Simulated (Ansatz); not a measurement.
# COF2 (carbonyl fluoride): B3LYP/6-31G(d) (spherical functions)

What is the electronic atomisation energy of COF2 (carbonyl fluoride) at B3LYP/6-31G* (spherical functions)? 

The results are computed with Ansatz 0.2.0.

55 further runs of the same task are left out: 55 set aside as unsound or not needed.

## Step 1: The molecule

The species is COF2 (4 atoms), meant as a singlet with charge 0. SMILES: `O=C(F)F`. The shape is that of a PBE0-D4/def2-TZVP optimisation.

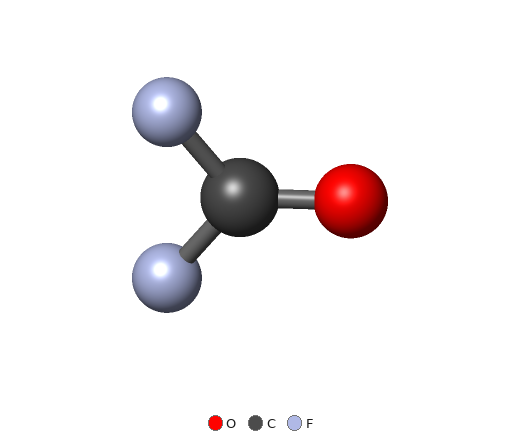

The structure, seen from a chosen angle (oxygen red, carbon dark grey, fluorine light blue).

## Step 2: The energy at B3LYP/6-31G(d) (spherical functions)

molecule.yaml reads:

```yaml
basis:
  gaussian:
    orbitals: 6-31G_st_-spherical.json
crystal:
  periodic: [false, false, false]
  atoms:
    - {symbol: O, position_ang: [-1.242660, -0.157400, 0.153910]}
    - {symbol: C, position_ang: [-0.091830, -0.011630, 0.011370]}
    - {symbol: F, position_ang: [0.845490, -0.826670, 0.424670]}
    - {symbol: F, position_ang: [0.488990, 0.995700, -0.589960]}
hamiltonian:
  xc: {name: B3LYP}
accuracy: high
output: {orbitals: {seedname: orbitals}}
```

The basis set 6-31G* is read from a file made from the Basis Set Exchange's data (not shown).

Command:

```console
$ ansatz run molecule.yaml --threads 1 --pin off --max-ram 3480MiB --events-out events.jsonl --progress --plain --runs-dir runs
```

Output:

```text
Warning: RAYON_NUM_THREADS=1 ignored (pool sized by the plan → 1); use --threads N
Functional definition: B3LYP
  name "B3LYP"
  parameter a0 = 0.2
  parameter ax = 0.72
  parameter ac = 0.81
  exchange = (1 - a0 - ax)*slater_x + ax*b88_x + a0*exact_x
  correlation = (1 - ac)*vwn_rpa_c + ac*lyp_c
1180 factors; integrals over basis functions are off by at most 3.1e-9 eV
mean field evaluation 1: about -8512.7304 eV, gradient 5.3e1 eV
mean field evaluation 2: about -8498.3740 eV, gradient 1.0e2 eV
mean field evaluation 4: about -8517.2222 eV, gradient 4.6e0 eV
mean field evaluation 8: about -8517.2514 eV, gradient 3.4e-2 eV
mean field evaluation 16: about -8517.2514 eV, gradient 6.9e-7 eV
mean field -8517.25136627 eV, -313.0032145101 hartree, gradient 1.3e-8 eV, S^2 0.000000; 0 other end points of the search recorded, 0 dependent functions left out
reference -8517.25138462 eV, -313.0032151845 hartree; 16, 16 occupied and 40, 40 virtual orbitals, 1180 factors
Total energy: -8517.25138462 eV, -313.0032151845 hartree
```

Wall time 2.4 s (1 thread of Arm Neoverse V1, shared host); peak memory 0.14 GiB.

## Step 3: The C atom

job.yaml reads:

```yaml
crystal:
  periodic: [false, false, false]
  atoms:
    - {symbol: C, position_ang: [0.000000, 0.000000, 0.000000]}
basis:
  gaussian:
    orbitals: 6-31G_st_-spherical.json
magnetization:
  spin_polarized: true
  initial_magnetization: 2
hamiltonian:
  xc: {name: B3LYP}
accuracy: high
```

The basis set 6-31G* is read from a file made from the Basis Set Exchange's data (not shown).

Run the same way, it converges to -37.84469 Eh (log not shown).

## Step 4: The F atom at the same level

input.yaml reads:

```yaml
crystal:
  periodic: [false, false, false]
  atoms:
    - {symbol: F, position_ang: [0.000000, 0.000000, 0.000000]}
basis:
  gaussian:
    orbitals: 6-31G_st_-spherical.json
magnetization:
  spin_polarized: true
  initial_magnetization: 1
hamiltonian:
  xc: {name: B3LYP}
accuracy: high
```

The basis set 6-31G* is read from a file made from the Basis Set Exchange's data (not shown).

Run the same way, it converges to -99.71458 Eh (log not shown).

## Step 5: The O atom at the same level

run.yaml reads:

```yaml
crystal:
  periodic: [false, false, false]
  atoms:
    - {symbol: O, position_ang: [0.000000, 0.000000, 0.000000]}
basis:
  gaussian:
    orbitals: 6-31G_st_-spherical.json
total_charge: 0
magnetization:
  spin_polarized: true
  initial_magnetization: 2
hamiltonian:
  xc: {name: B3LYP}
accuracy: high
```

The basis set 6-31G* is read from a file made from the Basis Set Exchange's data (not shown).

Run the same way, it converges to -75.05940 Eh (log not shown).

## Step 6: Summary of results

Level: B3LYP/6-31G* (spherical functions).

| quantity | value |
| --- | --- |
| molecule: total energy | -313.00322 Eh |
| molecule: HOMO energy | -9.57 eV |
| molecule: LUMO energy | -0.26 eV |
| molecule: HOMO–LUMO gap | 9.32 eV |
| C atom: total energy | -37.84469 Eh |
| C atom: ⟨S²⟩ | 2.002 |
| F atom: total energy | -99.71458 Eh |
| F atom: ⟨S²⟩ | 0.751 |
| O atom: total energy | -75.05940 Eh |
| O atom: ⟨S²⟩ | 2.002 |
| electronic atomisation energy | 18.231 eV |

**Reading.** Taking the molecule apart into free atoms costs 18.23 eV (420 kcal/mol), before zero-point energy and without spin-orbit coupling.
